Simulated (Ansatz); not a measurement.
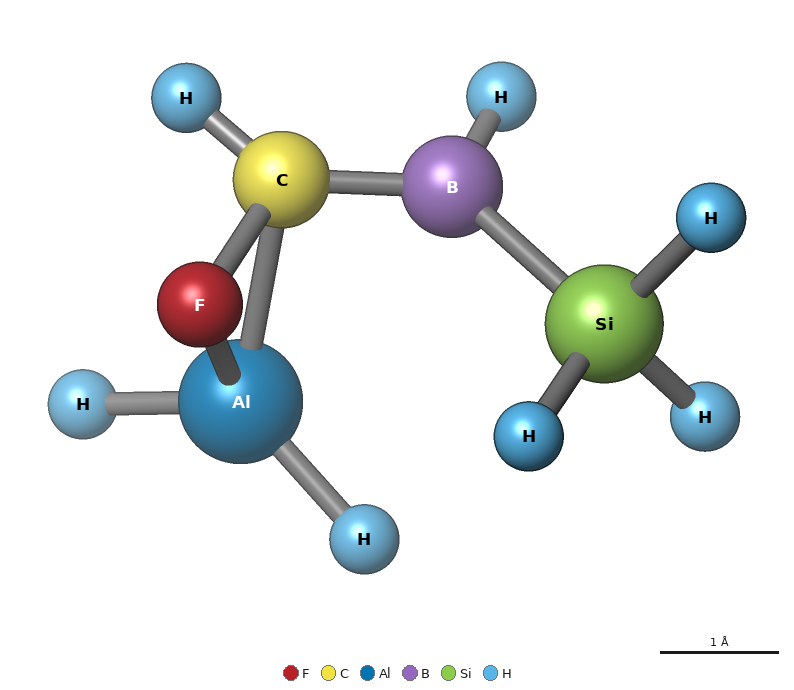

Atoms fade into the background with distance from the viewer. The computed structure is the end point of a PBE-D4/def2-SVP optimisation. No frequency run is at hand to confirm it as a minimum. Masses are those of the most abundant isotopes; constants are for the rigid equilibrium geometry.

Classify the rotor and give the rotational constants (MHz).

An asymmetric top (C1): A = 5057, B = 1775, C = 1655 MHz. Ray's parameter κ is −0.93, close to the prolate limit.
